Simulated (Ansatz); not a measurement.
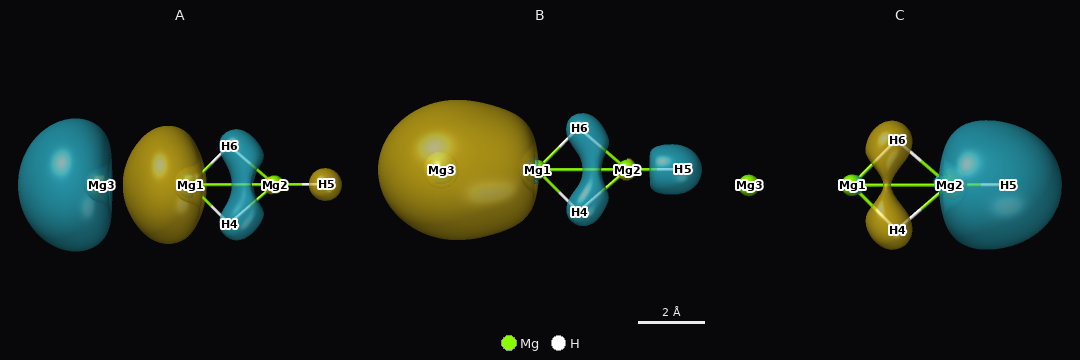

Figure. H3Mg2···Mg (charge +1). Three frontier orbitals at ±0.06 Å⁻³ᐟ² (yellow and cyan are the two phases), in no order.

Geometry: PBE-D4/def2-TZVP.

Method: RKS PBE0-D4/def2-TZVP in Ansatz.

Input file:

```
crystal:
  periodic: [false, false, false]
  atoms:
    - {symbol: Mg, position_ang: [-0.373309, 0.603998, 0.892584]}
    - {symbol: Mg, position_ang: [0.532573, -0.865111, -1.275608]}
    - {symbol: Mg, position_ang: [-1.335411, 2.165962, 3.195835]}
    - {symbol: H, position_ang: [-1.170082, -0.371056, -0.413531]}
    - {symbol: H, position_ang: [1.087362, -1.760259, -2.596504]}
    - {symbol: H, position_ang: [1.258868, 0.226476, 0.197222]}
basis:
  gaussian: {orbitals: def2-TZVP, initial_orbitals: start.molden}
total_charge: 1
hamiltonian: {xc: pbe0, dispersion: d4}
scf: {omitted_lower_state_checks: [starts]}
output: {orbitals: {seedname: orbitals}}
```

Command:

```sh
ansatz run in.yaml --threads 4 --pin off --events-out ev --progress --plain --max-ram 3916MiB
```

**Which picture is the HOMO−1, the HOMO and the LUMO?**

B is the HOMO−1 (−11.53 eV). It lies mainly on Mg3 (about 65 %) and Mg1 (about 25 %). C is the HOMO (−10.54 eV). Its weight (Hirshfeld) is mainly on H5 (about 55 %) and Mg2 (about 35 %); it is symmetric in the molecular plane (an in-plane orbital: σ, lone-pair or in-plane π type). A is the LUMO (−7.14 eV). It lies mainly on Mg3 (about 65 %) and Mg1 (about 30 %).

**What is the HOMO–LUMO gap?**

3.40 eV between the orbital energies.
